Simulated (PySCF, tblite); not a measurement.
# C5H14BNS: geometry, infrared bands and NMR shifts

Wanted: the infrared bands and NMR shifts of C5H14BNS (`C[NH2+][BH2-][C@H]1C[C@H](S)C1`), by calculation.

Programs: tblite 0.8.0 and PySCF 2.14.0, with density-fitted response routines of our own. Each step states its level of theory. These are calculated values for one molecule in the gas phase, unless marked as measured. Atoms are numbered from 0 throughout.

### Step 1. Starting geometry

22 atoms, charge 0, multiplicity 1; geometry from: force field or distance geometry start.

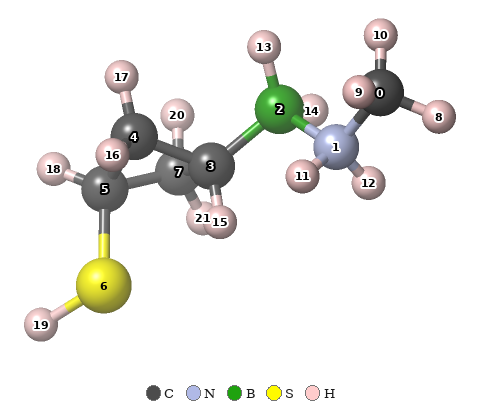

The starting geometry (carbon dark grey, nitrogen light blue, boron green, sulfur yellow, hydrogen pink), atoms numbered.

### Step 2. Geometry optimisation with GFN2-xTB

What the job is given:

```
{"job": {"kind": "relax", "xc": "GFN2-xTB", "basis": "xTB"}, "charge": 0, "multiplicity": 1}
C     -3.178700     0.321100     0.527500
N     -1.971800     0.501100    -0.219900
B     -0.947300    -0.645600     0.023200
C      0.462200     0.012100    -0.186900
C      1.422300    -0.035000     0.982500
C      2.503600    -0.160000    -0.094000
S      2.825000     1.459100    -0.827500
C      1.457500    -0.905500    -0.889900
H     -4.010800     0.634300    -0.154900
H     -3.176900     1.081300     1.356000
H     -3.338000    -0.700900     0.912100
H     -1.500900     1.374300     0.128900
H     -2.135900     0.539200    -1.221500
H     -1.110900    -1.198600     1.043800
H     -1.122600    -1.394800    -0.892700
H      0.473000     1.013800    -0.626100
H      1.557900     0.901800     1.545300
H      1.391400    -0.927000     1.623300
H      3.381500    -0.754400     0.198900
H      4.191900     1.594800    -1.138100
H      1.331900    -1.929200    -0.513800
H      1.485300    -0.762700    -1.977900
```

Command:

```console
$ OMP_NUM_THREADS=1 python probes_run.py task.json out
```

The driver reads the jobs from task.json and runs them one after another.

The program printed:

```text
step      E/eV     max force
  0    -685.02735    2.557
  1    -685.37708    0.982
  2    -685.55915    0.920
  3    -685.70314    0.814
  4    -685.78878    0.678
  5    -685.84170    0.431
  6    -685.87438    0.464
  7    -685.91366    0.588
  8    -685.95228    0.572
  9    -685.98636    0.328
 10    -686.00901    0.286
 11    -686.02604    0.278
 12    -686.04137    0.327
 13    -686.05523    0.271
 14    -686.06705    0.274
 15    -686.07686    0.222
 16    -686.08534    0.200
 17    -686.09212    0.157
 18    -686.09760    0.168
 19    -686.10304    0.168
 20    -686.10874    0.182
 21    -686.11408    0.161
 22    -686.11867    0.141
 23    -686.12288    0.141
 24    -686.12753    0.182
 25    -686.13322    0.266
 26    -686.13943    0.272
 27    -686.14539    0.198
 28    -686.15123    0.201
 29    -686.15739    0.245
 30    -686.16408    0.255
 31    -686.17133    0.306
 32    -686.17902    0.259
 33    -686.18663    0.272
 34    -686.19368    0.273
 35    -686.19969    0.152
 36    -686.20410    0.140
 37    -686.20790    0.149
 38    -686.21273    0.197
 39    -686.21826    0.195
 40    -686.21991    0.388
 41    -686.22948    0.197
 42    -686.23548    0.153
 43    -686.24248    0.194
 44    -686.24934    0.267
 45    -686.25919    0.297
 46    -686.27027    0.293
 47    -686.27632    0.227
 48    -686.28311    0.128
 49    -686.28712    0.129
 50    -686.29455    0.138
 51    -686.29686    0.117
 52    -686.30012    0.097
 53    -686.30237    0.104
 54    -686.30476    0.110
 55    -686.30684    0.144
 56    -686.30867    0.124
 57    -686.31025    0.110
 58    -686.31143    0.062
 59    -686.31255    0.073
 60    -686.31384    0.101
 61    -686.31538    0.097
 62    -686.31666    0.077
 63    -686.31770    0.063
 64    -686.31863    0.075
 65    -686.31962    0.092
 66    -686.32060    0.099
 67    -686.32147    0.090
 68    -686.32226    0.073
 69    -686.32304    0.063
 70    -686.32379    0.056
 71    -686.32447    0.071
 72    -686.32517    0.079
 73    -686.32601    0.078
 74    -686.32710    0.084
 75    -686.32835    0.095
 76    -686.32953    0.069
 77    -686.33059    0.069
 78    -686.33165    0.072
 79    -686.33292    0.085
 80    -686.33438    0.092
 81    -686.33584    0.086
 82    -686.33708    0.075
 83    -686.33836    0.076
 84    -686.33979    0.101
 85    -686.34157    0.095
 86    -686.34314    0.113
 87    -686.34457    0.117
 88    -686.34564    0.084
 89    -686.34659    0.062
 90    -686.34736    0.066
 91    -686.34819    0.067
 92    -686.34911    0.065
 93    -686.35011    0.075
 94    -686.35094    0.105
 95    -686.35183    0.097
 96    -686.35291    0.096
 97    -686.35577    0.089
 98    -686.35751    0.123
 99    -686.35933    0.113
100    -686.36085    0.092
101    -686.36176    0.093
102    -686.36283    0.062
103    -686.36372    0.068
104    -686.36452    0.056
105    -686.36496    0.059
106    -686.36555    0.051
107    -686.36599    0.042
108    -686.36639    0.044
109    -686.36679    0.042
110    -686.36715    0.048
111    -686.36753    0.036
112    -686.36789    0.036
113    -686.36846    0.047
114    -686.36928    0.065
115    -686.37047    0.080
116    -686.37171    0.073
117    -686.37287    0.082
118    -686.37275    0.198
119    -686.37519    0.088
120    -686.37642    0.065
121    -686.37829    0.093
122    -686.37961    0.072
123    -686.38065    0.088
124    -686.38141    0.121
125    -686.38247    0.098
126    -686.38367    0.067
127    -686.38454    0.054
128    -686.38535    0.053
129    -686.38623    0.058
130    -686.38706    0.068
131    -686.38745    0.119
132    -686.38821    0.058
133    -686.38868    0.050
134    -686.38943    0.032
135    -686.38966    0.029
136    -686.39002    0.037
137    -686.39025    0.047
138    -686.39062    0.059
139    -686.39101    0.057
140    -686.39145    0.049
141    -686.39189    0.049
142    -686.39235    0.054
143    -686.39284    0.055
144    -686.39338    0.047
145    -686.39389    0.049
146    -686.39437    0.050
147    -686.39481    0.044
148    -686.39523    0.048
149    -686.39562    0.042
150    -686.39604    0.037
151    -686.39655    0.056
152    -686.39717    0.072
153    -686.39789    0.081
154    -686.39873    0.085
155    -686.39970    0.087
156    -686.40082    0.089
157    -686.40188    0.081
158    -686.40265    0.079
159    -686.40330    0.060
160    -686.40391    0.055
161    -686.40453    0.049
162    -686.40509    0.043
163    -686.40555    0.032
164    -686.40580    0.028
165    -686.40596    0.024
166    -686.40607    0.025
167    -686.40616    0.022
168    -686.40622    0.020
169    -686.40629    0.020
170    -686.40637    0.016
171    -686.40644    0.014
172    -686.40649    0.011
173    -686.40652    0.009
```

It took 1.1 s on 1 thread of Arm Neoverse V2, shared host; peak memory 0.18 GiB.

The steps of the relaxation: (not every step is listed)

```csv
step,energy from step 0 (eV),largest force (eV/Å)
0,0.0000,2.5573
1,-0.3497,0.9821
2,-0.5318,0.9204
3,-0.6758,0.8144
4,-0.7614,0.6778
5,-0.8143,0.4311
6,-0.8470,0.4636
7,-0.8863,0.5877
8,-0.9249,0.5719
24,-1.1002,0.1825
40,-1.1926,0.3876
56,-1.2813,0.1245
72,-1.2978,0.0792
88,-1.3183,0.0839
104,-1.3372,0.0559
120,-1.3491,0.0653
136,-1.3627,0.0370
152,-1.3698,0.0722
168,-1.3789,0.0199
169,-1.3789,0.0201
170,-1.3790,0.0158
171,-1.3791,0.0141
172,-1.3791,0.0112
173,-1.3792,0.0095
```

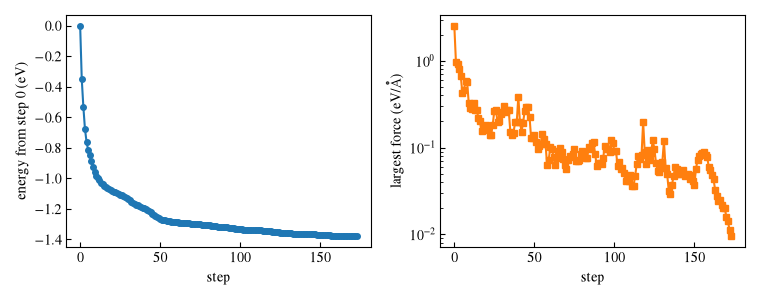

Energy and largest force along the relaxation.

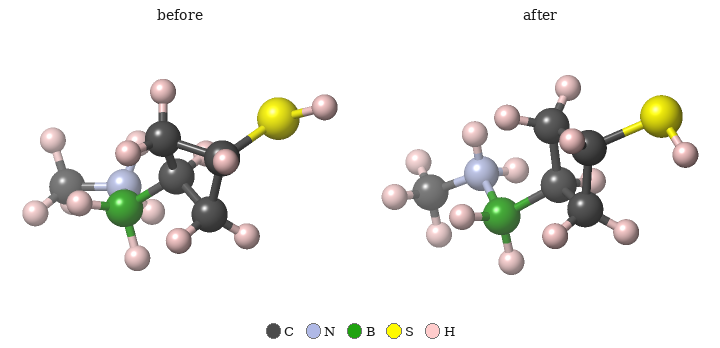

Before and after, at one scale.

Close pairs (by a distance rule), those that changed most:

```
  bond  before (Å)  after (Å)  change (Å)
 N1–B2       1.557      1.644      +0.087
S6–H19       1.408      1.331      -0.077
 B2–C3       1.570      1.624      +0.055
 C0–H9       1.124      1.088      -0.037
N1–H11       1.052      1.016      -0.035
 C3–C4       1.514      1.548      +0.034
 C0–H8       1.121      1.092      -0.029
 C0–N1       1.431      1.459      +0.028
```

The end geometry stands in the next job.

### Step 3. Harmonic vibrations with GFN2-xTB

What the job is given:

```
{"job": {"kind": "ir", "xc": "GFN2-xTB", "basis": "xTB"}, "charge": 0, "multiplicity": 1}
C     -3.317772     0.132406     0.593603
N     -1.952920     0.517883     0.250225
B     -0.969339    -0.717880    -0.205361
C      0.442412     0.013302    -0.538436
C      1.230126     0.649111     0.632587
C      2.505065    -0.030628     0.129635
S      3.623941     1.162652    -0.697848
C      1.670252    -0.874408    -0.835499
H     -3.919999     0.986305     0.910865
H     -3.285217    -0.603132     1.394078
H     -3.780451    -0.333803    -0.273460
H     -1.492146     0.957420     1.042246
H     -1.952120     1.180813    -0.520043
H     -0.907782    -1.451399     0.732436
H     -1.474110    -1.213819    -1.163008
H      0.337843     0.751146    -1.341423
H      1.269771     1.738691     0.669380
H      0.933611     0.268021     1.610534
H      3.103477    -0.564290     0.870300
H      4.367508     0.246459    -1.313449
H      1.544125    -1.896003    -0.480471
H      2.013313    -0.899466    -1.868526
```

The program printed:

```text
mode    cm-1     km/mol
  1      29.8      2.38
  2      58.0      9.62
  3      76.8     15.31
  4     113.6      8.30
  5     161.7     39.47
  6     212.8      1.40
  7     226.7      6.37
  8     252.2      0.85
  9     306.1      0.53
 10     360.6      1.56
 11     394.1      4.50
 12     637.2      0.30
 13     650.2     12.22
 14     668.0     35.43
 15     697.7     21.39
 16     802.7      3.35
 17     835.2     20.57
 18     858.2      6.02
 19     878.3     11.89
 20     932.0     16.18
 21     993.8      0.39
 22    1018.3      9.43
 23    1019.7     12.57
 24    1027.0     11.69
 25    1055.7      0.78
 26    1068.2      7.05
 27    1087.3      5.35
 28    1090.9     29.75
 29    1102.6     12.71
 30    1115.7    182.83
 31    1151.6     21.58
 32    1214.4    105.89
 33    1216.6     13.84
 34    1226.4     42.17
 35    1236.3      2.03
 36    1245.7     58.58
 37    1250.2     11.10
 38    1254.8      0.98
 39    1271.6      2.28
 40    1297.4      5.58
 41    1410.4      1.89
 42    1466.7      0.77
 43    1466.8      4.63
 44    1477.1      1.57
 45    1484.7     17.51
 46    1512.9     35.02
 47    2434.5    131.92
 48    2445.7    226.26
 49    2465.5    207.99
 50    2914.2     65.85
 51    2934.1     40.74
 52    2966.7     64.11
 53    2978.5     41.47
 54    2986.4     51.69
 55    2992.1     69.08
 56    3004.1     39.00
 57    3048.5      7.24
 58    3053.4     10.37
 59    3369.7      1.68
 60    3379.4      3.92
```

Wall time 0.69 s (1 thread of Arm Neoverse V2, shared host); peak memory 0.18 GiB.

Which atoms move in the most intense modes:

| cm⁻¹ | km/mol | atoms |
| --- | --- | --- |
| 1116 | 182.8 | H14 19 %, B2 12 %, H13 12 %, N1 11 % |
| 1214 | 105.9 | H11 22 %, H12 20 %, N1 16 %, H8 12 % |
| 2434 | 131.9 | H19 97 % |
| 2446 | 226.3 | H13 83 % |
| 2466 | 208.0 | H14 84 %, H13 10 % |
| 2914 | 65.8 | H15 90 % |
| 2967 | 64.1 | H16 59 %, H17 27 % |
| 2992 | 69.1 | H21 66 %, H20 23 % |

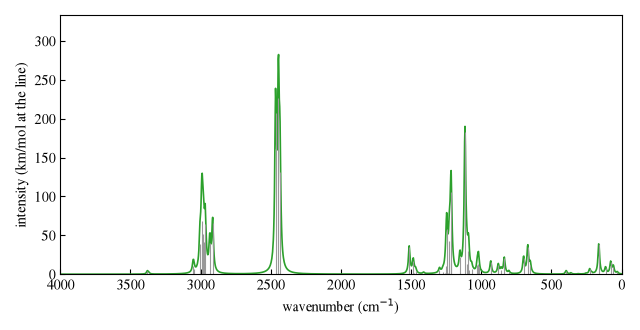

The infrared spectrum from these modes, unscaled. Lines are broadened to a width of 14 cm⁻¹ (Lorentzian).

### Step 4. Shielding tensors: PBE0/pcSseg-1

Same as in step 3 but for these lines:

```diff
@@ -1,2 +1,2 @@
-{"job": {"kind": "ir", "xc": "GFN2-xTB", "basis": "xTB"}, "charge": 0, "multiplicity": 1}
+{"job": {"kind": "nmr", "xc": "PBE0", "basis": "pcSseg-1"}, "charge": 0, "multiplicity": 1}
 C     -3.317772     0.132406     0.593603
```

With the program's defaults for keys left out, this is: GIAO PBE0/pcSseg-1 NMR shielding, non-relativistic, gas phase.

The program printed:

```text
coarse grid: 17888 points
cycle   1  E = -676.0701716506  dE =  8.413e-01  |g| = 4.881e-01  |ddm| = 4.046e+00
cycle   2  E = -676.0684805817  dE =  1.691e-03  |g| = 5.260e-01  |ddm| = 1.250e+00
cycle   3  E = -676.1445174141  dE = -7.604e-02  |g| = 7.945e-02  |ddm| = 6.899e-01
cycle   4  E = -676.1458911079  dE = -1.374e-03  |g| = 2.906e-02  |ddm| = 1.110e-01
cycle   5  E = -676.1460891906  dE = -1.981e-04  |g| = 7.262e-03  |ddm| = 3.466e-02
cycle   6  E = -676.1461002637  dE = -1.107e-05  |g| = 2.918e-03  |ddm| = 9.122e-03
cycle   7  E = -676.1461022985  dE = -2.035e-06  |g| = 3.379e-04  |ddm| = 2.843e-03
final grid: 165200 points
cycle   8  E = -676.1937624430  dE = -6.281e-05  |g| = 1.061e-02  |ddm| = 3.864e-02
cycle   9  E = -676.1937426730  dE =  1.977e-05  |g| = 1.384e-02  |ddm| = 2.456e-02
cycle  10  E = -676.1937913364  dE = -4.866e-05  |g| = 1.218e-03  |ddm| = 1.470e-02
cycle  11  E = -676.1937917055  dE = -3.690e-07  |g| = 2.596e-04  |ddm| = 1.463e-03
cycle  12  E = -676.1937917208  dE = -1.529e-08  |g| = 8.065e-05  |ddm| = 2.959e-04
cycle  13  E = -676.1937917221  dE = -1.334e-09  |g| = 2.543e-05  |ddm| = 7.646e-05
cycle  14  E = -676.1937917222  dE = -1.387e-10  |g| = 4.096e-06  |ddm| = 2.491e-05
converged SCF energy = -676.1937917222

GIAO shielding tensors (ppm)
atom      isotropic    diamagn.    paramagn.     s11        s22        s33       span
  0 C      153.037     239.645     -86.607    131.628    138.452    189.033     57.405
  1 N      215.451     322.106    -106.655    203.372    215.437    227.546     24.175
  2 B      112.712     190.007     -77.295     97.208    109.273    131.655     34.447
  3 C      163.795     249.064     -85.268    149.514    163.917    177.955     28.440
  4 C      154.154     248.452     -94.299    136.409    150.301    175.752     39.343
  5 C      148.408     254.365    -105.956    131.445    153.662    160.118     28.673
  6 S      540.622    1055.090    -514.468    343.113    475.156    803.597    460.484
  7 C      147.924     249.083    -101.159    120.493    148.067    175.212     54.719
  8 H       29.107      24.810       4.297     23.960     26.644     36.716     12.755
  9 H       28.981      26.917       2.064     24.613     27.554     34.774     10.161
 10 H       28.930      26.321       2.608     24.709     27.154     34.925     10.216
 11 H       29.048      34.882      -5.834     21.450     29.137     36.556     15.106
 12 H       29.413      33.701      -4.288     21.668     28.883     37.689     16.021
 13 H       29.834      33.432      -3.598     26.379     30.728     32.394      6.016
 14 H       29.604      32.941      -3.337     26.393     30.875     31.543      5.150
 15 H       29.755      33.993      -4.238     26.042     30.729     32.495      6.453
 16 H       30.216      32.029      -1.813     25.783     30.206     34.657      8.874
 17 H       29.844      32.853      -3.009     26.231     29.517     33.784      7.553
 18 H       27.974      31.645      -3.671     21.112     29.383     33.427     12.315
 19 H       30.074      30.066       0.008     22.819     27.739     39.665     16.846
 20 H       29.279      32.288      -3.008     25.652     28.925     33.261      7.609
 21 H       29.955      32.502      -2.547     25.739     29.000     35.124      9.385
```

Wall time 41 s (1 thread of Arm Neoverse V2, shared host); peak memory 0.91 GiB.

The references, computed at this level on geometries of the same kind, shield at (ppm): 1H TMS 31.72, 13C TMS 186.9, 15N NH3 267.7, 11B BF3·OEt2 100.1, 33S CS2 504. Their shielding less the atom's gives the shift. The references are single molecules in the gas phase, so shifts against H2O, NH3, PH3, H3PO4 or CFCl3 are not on the usual liquid scales and can be off by tens of ppm. Atoms listed in one row are averaged.

| atoms | environment | σ (ppm) | δ (ppm) | δ scaled to CDCl3 |
| --- | --- | --- | --- | --- |
| C5 | sp3 CH bonded to S | 148.4 | 38.5 | 31.3 |
| C4, C7 | sp3 CH2 in a ring | 151.0 | 35.9 | 33.1 |
| C0 | methyl carbon bonded to N | 153.0 | 33.9 | 31.2 |
| C3 | sp3 CH bonded to B | 163.8 | 23.1 | 20.7 |
| H18 | hydrogen on an sp3 CH bonded to S | 27.97 | 3.74 | 3.63 |
| H8, H9, H10 | hydrogen on a methyl carbon bonded to N | 29.01 | 2.71 | 2.66 |
| H11, H12 | hydrogen on a donor nitrogen of a Lewis adduct | 29.23 | 2.49 | – |
| H17, H20 | hydrogen on an sp3 CH2 in a ring | 29.56 | 2.16 | 2.14 |
| H13, H14 | hydrogen on a boron bonded to C, N | 29.72 | 2.00 | – |
| H15 | hydrogen on an sp3 CH bonded to B | 29.76 | 1.96 | 1.95 |
| H19 | hydrogen on a thiol sulfur | 30.07 | 1.64 | – |
| H16, H21 | hydrogen on an sp3 CH2 in a ring | 30.09 | 1.63 | 1.64 |
| N1 | donor nitrogen of a Lewis adduct | 215.5 | 52.3 | – |
| B2 | boron bonded to C, N, 2 H | 112.7 | -12.6 | – |
| S6 | thiol sulfur | 541 | -37 | – |

The scaled column applies a straight-line fit of computed shieldings to shifts measured in CDCl3, with any fitted terms for Cl, Br or S neighbours (root-mean-square error 0.16 ppm for H, 1.9 ppm for C).

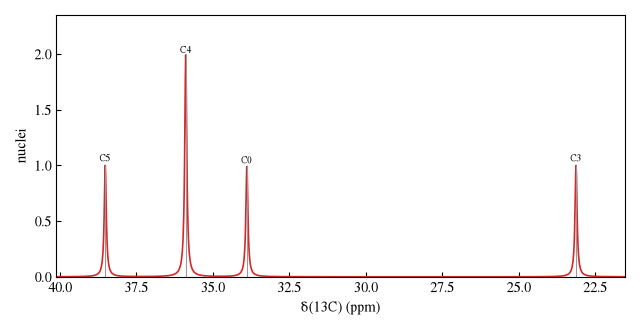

13C lines at the computed shifts, without couplings. Lines are broadened to a width of 0.08 ppm (Lorentzian).

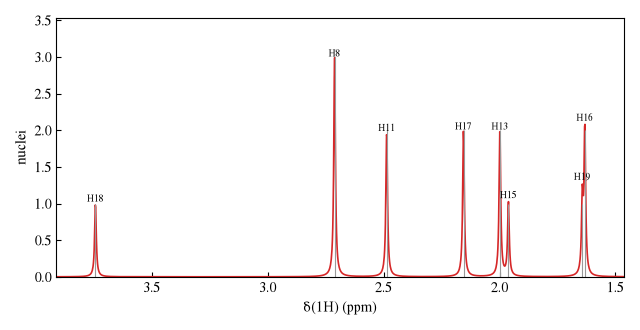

1H lines at the computed shifts, without couplings. Lines are broadened to a width of 0.01 ppm (Lorentzian).

Charges from the same density, by scheme (e):

| atoms | Mulliken | IAO | Hirshfeld | ESP fit |
| --- | --- | --- | --- | --- |
| C0 | -0.12 | -0.31 | -0.04 | -0.17 |
| N1 | -0.43 | -0.27 | -0.04 | 0.01 |
| B2 | 0.12 | -0.23 | -0.04 | -0.08 |
| C3 | -0.47 | -0.23 | -0.11 | 0.10 |
| C4, C7 | -0.11 | -0.27 | -0.08 | -0.24 |
| C5 | -0.39 | -0.17 | -0.03 | 0.04 |
| S6 | -0.11 | -0.10 | -0.08 | -0.38 |

IAO charges:

C0 -0.31; N1 -0.27; B2 -0.23; C3 -0.23; C4 -0.27; C5 -0.17; S6 -0.10; C7 -0.26; H8 0.15; H9 0.17; H10 0.17; H11 0.29; H12 0.29; H13 -0.03; H14 -0.03; H15 0.11; H16 0.12; H17 0.13; H18 0.14; H19 0.08; H20 0.13; H21 0.13

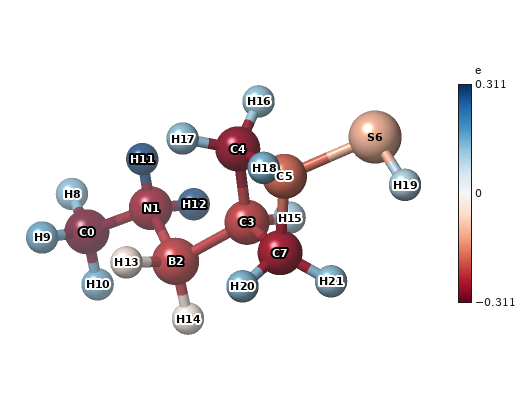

IAO charges, as colours on the atoms.

Mayer bond orders: C0–N1 0.95, N1–B2 0.57, B2–C3 0.86, C3–C4 1.02, C4–C5 1.01, C5–S6 1.01, C5–C7 0.98, C7–C3 1.05.

Ring of atoms C3, C4, C5, C7: NICS(0) 1.3, NICS(1) 0.1, NICS(1)zz 4.9 ppm (means of both faces).

The fields below are evaluated on a grid from the run's orbitals.

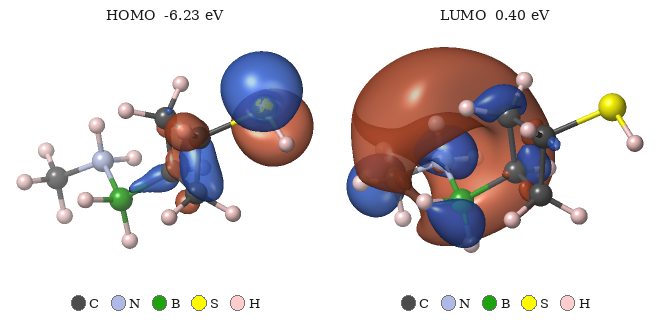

Frontier orbitals at PBE0/pcSseg-1; each surface holds 70 % of the orbital's density, blue and red mark the sign.

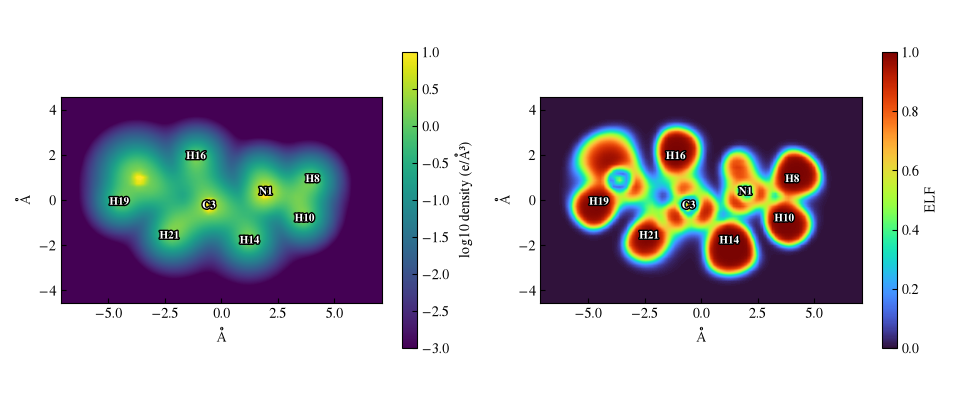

Density (left) and ELF (right) in a plane through or near 8 of the atoms.

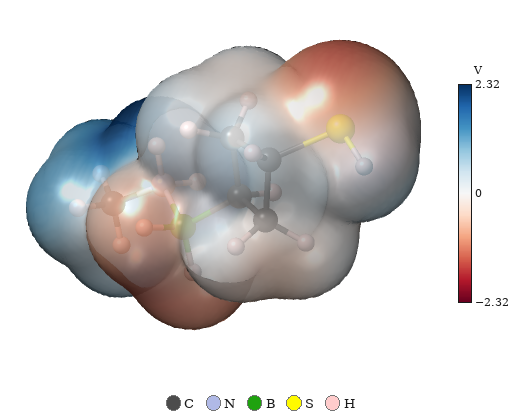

Electrostatic potential on the surface of density 0.002 e/bohr³; red is low, blue high. It runs from -1.37 V near S6 to 2.32 V near H12.

### Step 5. Summary of results

| quantity | value |
| --- | --- |
| strongest single infrared mode (GFN2-xTB) | 2446 cm⁻¹, 226 km/mol |
| zero-point energy (GFN2-xTB) | 117.1 kcal/mol |
| 13C shifts against TMS (PBE0/pcSseg-1, means over atoms taken as alike) | 38.5, 35.9, 33.9, 23.1 ppm |
| 1H shifts against TMS (PBE0/pcSseg-1, means over atoms taken as alike) | 3.74, 2.71, 2.49, 2.16, 2.00, 1.96, 1.64, 1.63 ppm |
| 15N shifts against NH3 (PBE0/pcSseg-1) | 52.3 ppm |
| 11B shifts against BF3·OEt2 (PBE0/pcSseg-1) | -12.6 ppm |
| 33S shifts against CS2 (PBE0/pcSseg-1) | -37 ppm |
| surface potential, least and greatest | -1.37 V and 2.32 V |

Over 173 steps the energy fell by 1.379 eV; of the close pairs, N1–B2 changed most, 1.557 to 1.644 Å. No mode is imaginary among the 60: a minimum at this level. The strongest single mode, at 2446 cm⁻¹, moves mainly H13. Unscaled tight-binding wavenumbers are off by several per cent, some by more. Its intensities can rank the bands wrongly. At PBE0/pcSseg-1: The widest tensor belongs to S6: span 460 ppm, with a paramagnetic part of -514 ppm.
